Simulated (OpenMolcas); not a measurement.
# B2NH2OF (SMILES OB1NB1F): levels of theory compared

Wanted: a comparison of 6 runs (HF/3-21G, HF/def2-SVP, B3LYP/6-31G*, BHLYP/def2-SVP, PBE0/def2-SVP, CCSD(T)/def2-SVP) of B2NH2OF. 

Program for the calculation: OpenMolcas 26.06.

1 further run of the same task is left out (set aside as unsound or not needed).

## (1) Starting point

The species is B2NH2OF (7 atoms), meant as a singlet with charge 0. As SMILES, `OB1NB1F`. The shape is that of a PBE0-D4/def2-TZVP optimisation. This is one conformer, not always the lowest.

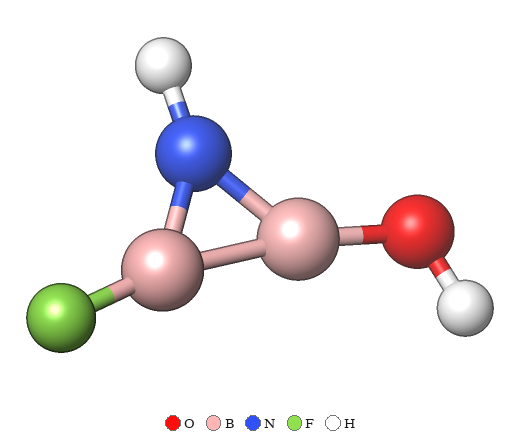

The structure, seen from a chosen angle (oxygen red, boron pink, nitrogen blue, fluorine green, hydrogen white).

## (2) Energy and gradient at HF/3-21G (run 1)

test.inp reads:

```
* B2FH2NO Hartree-Fock

&GATEWAY
 BasLib
 $CurrDir
 Coord
 7
 bohr
 O     -2.41261334     0.33334769     2.47195074
 B     -0.71620620     0.28383686     0.57485469
 N      1.19468486    -1.45168761    -0.17914604
 B      1.10926924     0.64193996    -1.80298770
 F      2.36215766     1.36835069    -3.82726232
 H     -3.45706497     1.81451502     2.44417177
 H      2.03561298    -3.11880400     0.23224734
 Basis
 3-21G
 Group
 NoSym

&SEWARD

&SCF
 Thresholds
 1e-10 1e-07 1e-07 1e-05
 PrOrbitals
 0

&ALASKA
```

The basis set 3-21G is read from a file made from the Basis Set Exchange's data (not shown).

On the command line:

```
$ export MOLCAS_MEM=1860
$ pymolcas test.inp > test.log
```

The log of the run:

```text
--- Start Module: gateway ---
[...]
--- Stop Module: gateway /rc=_RC_ALL_IS_WELL_ ---
[...]
      Basis functions           49
[...]
--- Start Module: scf ---
[...]
       Convergence after  14 Iterations
[...]
::    Total SCF energy                               -277.8813752594
[...]
      Total spin, S                                     0.0000000000
[...]
      Total electronic charge=   36.000000
      Total            charge=   -0.000000
[...]
      Dipole Moment (debye):
      Origin of the operator (angstrom)=    0.1878    0.1440   -0.3370
                   X= -7.5077E-01               Y= -2.0464E-02               Z=  8.6904E-01           Total=  1.1486E+00
      Quadrupole Moment (debye*angstrom):
[...]
 *              Molecular gradients               *
 **************************************************
  Irreducible representation: a
 ------------------------------------------------------------------------------------------
                              X                       Y                       Z
 ------------------------------------------------------------------------------------------
  O1                9.16261449272593E-03   -6.21420528041705E-03   -5.29180924752382E-03
  B2               -9.21813835416474E-03    6.00673724314049E-03    5.55893871905355E-03
  N3               -1.29148640905656E-02    2.24408590464957E-02   -3.68616809895084E-03
  B4                1.03227352390798E-02    7.26457903695188E-04   -1.24193795171655E-02
  F5               -1.18891295792025E-02   -8.82436380845508E-03    2.08435321480547E-02
  H6                9.38215982046797E-03   -3.96983411785001E-03   -7.47015971763118E-03
  H7                5.15462247163945E-03   -1.01656509865991E-02    2.46504571414208E-03
 ------------------------------------------------------------------------------------------
[...]
```

Wall time 4.2 s (1 thread of AMD EPYC 7R43 (Zen 3), shared host); peak memory 0.38 GiB.

## (3) Energy and gradient at HF/def2-SVP (run 2)

run.inp reads:

```
&GATEWAY
  BasLib=$CurrDir
  BasisSet
  O.def2-SVP....
  O1 -1.276700 0.176400 1.308100 angstrom
  End of Basis
  BasisSet
  B.def2-SVP....
  B2 -0.379000 0.150200 0.304200 angstrom
  B4 0.587000 0.339700 -0.954100 angstrom
  End of Basis
  BasisSet
  N.def2-SVP....
  N3 0.632200 -0.768200 -0.094800 angstrom
  End of Basis
  BasisSet
  F.def2-SVP....
  F5 1.250000 0.724100 -2.025300 angstrom
  End of Basis
  BasisSet
  H.def2-SVP....
  H6 -1.829400 0.960200 1.293400 angstrom
  H7 1.077200 -1.650400 0.122900 angstrom
  End of Basis

&SEWARD

&SCF
  Thresholds=1e-10 1e-07 1e-07 1e-05
  PrOrbitals=1 2

&ALASKA
```

The basis set def2-SVP is read from a file made from the Basis Set Exchange's data (not shown).

On the command line:

```
$ export MOLCAS_MEM=1860
$ pymolcas run.inp > run.log
```

The log of the run:

```text
--- Start Module: gateway ---
[...]
--- Stop Module: gateway /rc=_RC_ALL_IS_WELL_ ---
[...]
      Basis functions           80
[...]
--- Start Module: scf ---
[...]
       Convergence after  14 Iterations
[...]
::    Total SCF energy                               -279.1885893677
[...]
      Total spin, S                                     0.0000000000
[...]
      Total electronic charge=   36.000000
      Total            charge=   -0.000000
[...]
      Dipole Moment (debye):
      Origin of the operator (angstrom)=    0.1878    0.1440   -0.3370
                   X= -6.2204E-01               Y= -3.0290E-01               Z=  9.5468E-01           Total=  1.1790E+00
      Quadrupole Moment (debye*angstrom):
[...]
 *              Molecular gradients               *
 **************************************************
  Irreducible representation: a
 ------------------------------------------------------------------------------------------
                              X                       Y                       Z
 ------------------------------------------------------------------------------------------
  O1                6.33541538492199E-03   -1.65980398973056E-02    6.49422402976718E-03
  B2                1.94728680659262E-03    8.38686219563956E-03   -9.14318303304143E-03
  B4               -6.34441931159424E-03    4.29591006444463E-03    3.62389737756685E-03
  N3               -8.83395037565293E-05   -2.52114445973994E-03    2.20271516333481E-03
  F5                2.77979621923929E-03    1.18329829705210E-03   -4.08764672781103E-03
  H6               -8.98568179258596E-03    1.39541998305845E-02   -1.25924401911570E-03
  H7                4.35594219721791E-03   -8.70108603065667E-03    2.16923720932938E-03
 ------------------------------------------------------------------------------------------
[...]
```

Wall time 14 s (1 thread of AMD EPYC 7R43 (Zen 3), shared host); peak memory 0.44 GiB.

Runs 3 to 5 aren't shown in full; the table further down has their settings and results.

## (4) A single-point energy at CCSD(T)/def2-SVP (run 6)

calc.inp reads:

```
* B2FH2NO CCSD(T)

&GATEWAY
  BASLIB = $CurrDir
  COORD
  7
  angstrom
  O       -1.276700       0.176400       1.308100
  B       -0.379000       0.150200       0.304200
  N        0.632200      -0.768200      -0.094800
  B        0.587000       0.339700      -0.954100
  F        1.250000       0.724100      -2.025300
  H       -1.829400       0.960200       1.293400
  H        1.077200      -1.650400       0.122900
  BASIS = def2-SVP
  GROUP = NoSym

&SEWARD

&SCF
  THRESHOLDS = 1e-10 1e-07 1e-07 1e-05
  PRORBITALS = 1

&RASSCF
  FILEORB = $Project.ScfOrb
  SPIN = 1
  NACTEL = 0 0 0
  INACTIVE = 18
  RAS2 = 0
  OUTORBITALS = Canonical
  ORBLISTING = NoCore

&MOTRA
  JOBIPH
  FROZEN = 5

&CCSDT
  CCT
  TRIPLES = 2
  ITERATIONS = 80
  ACCURACY = 1e-08
  EXTRAPOLATION = 5 4
```

The basis set def2-SVP is read from a file made from the Basis Set Exchange's data (not shown).

On the command line:

```
$ export MOLCAS_MEM=1860
$ pymolcas calc.inp > calc.log
```

The log of the run:

```text
--- Start Module: gateway ---
[...]
--- Stop Module: gateway /rc=_RC_ALL_IS_WELL_ ---
[...]
      Basis functions           80
[...]
       Convergence after  16 Iterations
[...]
::    Total SCF energy                               -279.1885893677
[...]
      Total spin, S                                     0.0000000000
[...]
      Number of active orbitals                  0
[...]
      Spin quantum number                      0.0
[...]
      Active orbitals                            0
[...]
      Number of CSFs                             1
[...]
      Number of root(s) required                 1
[...]
      Convergence after  4 iterations
[...]
      Natural orbitals and occupation numbers for root  1
      ************************************************************************************************************************
      *                                                    Final results                                                     *
      ************************************************************************************************************************
[...]
::    RASSCF root number  1 Total energy:   -279.18858937
[...]
      Total electronic charge=   36.000000
      Total            charge=   -0.000000
[...]
      Dipole Moment (debye):
      Origin of the operator (angstrom)=    0.1878    0.1440   -0.3370
                   X= -6.2204E-01               Y= -3.0290E-01               Z=  9.5468E-01           Total=  1.1790E+00
      Quadrupole Moment (debye*angstrom):
[...]
--- Start Module: motra ---
[...]
--- Stop Module: motra /rc=_RC_ALL_IS_WELL_ ---
[...]
--- Start Module: ccsdt ---
[...]
      Convergence after                    15  Iterations
      Total energy (diff) :    -279.89676651      -0.00000000
[...]
 METHOD                       : CCSD+T(CCSD)+<T3(1)WT1> = CCSD(T)
[...]
       CCSD     =      -279.8967665064602
[...]
```

Wall time 83 s (1 thread of AMD EPYC 7R43 (Zen 3), shared host); peak memory 0.45 GiB.

## (5) Overview of the runs

| run | level | Cartesian functions | integration grid | energy (Eh) | dipole moment (D) of the reference | HOMO energy (eV) | LUMO energy (eV) | wall time |
| --- | --- | --- | --- | --- | --- | --- | --- | --- |
| 1 | HF/3-21G | no | – | -277.881375 | 1.15 | -10.44 | 4.68 | 4.2 s |
| 2 | HF/def2-SVP | no | – | -279.188589 | 1.18 | -10.45 | 4.25 | 14 s |
| 3 | B3LYP/6-31G* (Cartesian functions) | yes | UltraFine | -280.830702 | 1.02 | -6.67 | 0.62 | 40 s |
| 4 | BHLYP/def2-SVP | no | UltraFine | -280.501401 | 1.20 | -8.44 | 1.64 | 46 s |
| 5 | PBE0/def2-SVP | no | UltraFine | -280.326737 | 1.22 | -7.14 | 0.52 | 43 s |
| 6 | CCSD(T)/def2-SVP | no | – | -279.916179 | 1.18 | -10.45 | 4.25 | 83 s |

## (6) Results

| quantity | value |
| --- | --- |
| run 6: total energy | -279.91618 Eh |
| run 6: dipole moment (mean-field density) | 1.18 D |
| run 6: HOMO energy (Hartree–Fock orbitals) | -10.45 eV |
| run 6: LUMO energy (Hartree–Fock orbitals) | 4.25 eV |
| run 6: HOMO–LUMO gap (Hartree–Fock orbitals) | 14.70 eV |
| run 6: correlation energy (5 core orbitals frozen) | -727.6 mEh |
| run 6: (T) correction | -19.41 mEh |

What this shows: Over runs 1, 2, 3, 4, 5 the dipole moment (its size) runs from 1.02 D (B3LYP/6-31G*) to 1.22 D (PBE0/def2-SVP). The two ends differ in method and basis. Over runs 1, 2, 3, 4, 5 the HOMO–LUMO gap runs from 7.29 eV (B3LYP/6-31G*) to 15.12 eV (HF/3-21G). Totals of different functionals can't be ranked against each other. All runs together took 3.8 min, the longest 83 s.
